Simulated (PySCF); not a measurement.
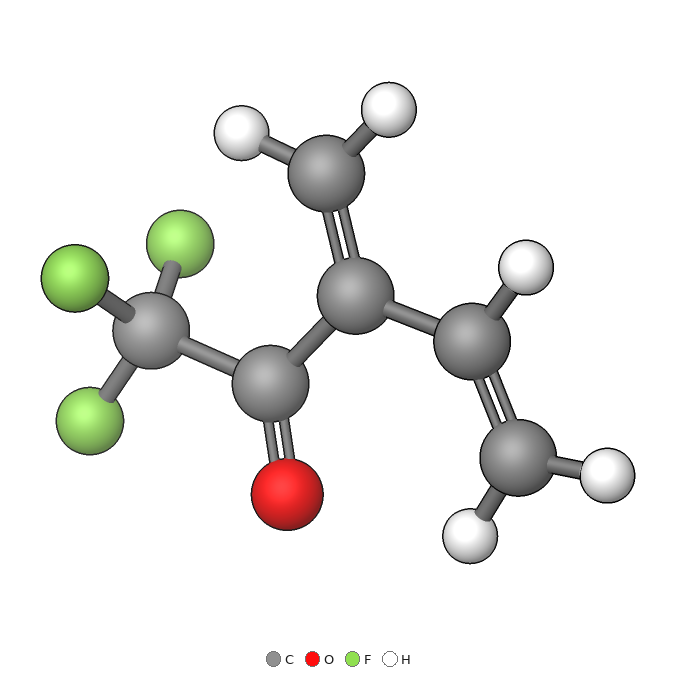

The computed structure is the end point of a PBE0-D3(BJ)/def2-SVP optimisation. No frequency run is at hand to confirm it as a minimum.

Give the structural formula.

SMILES: C=CC(=C)C(=O)C(F)(F)F

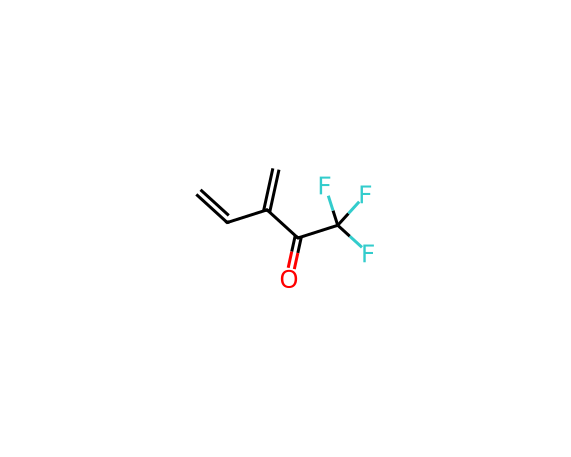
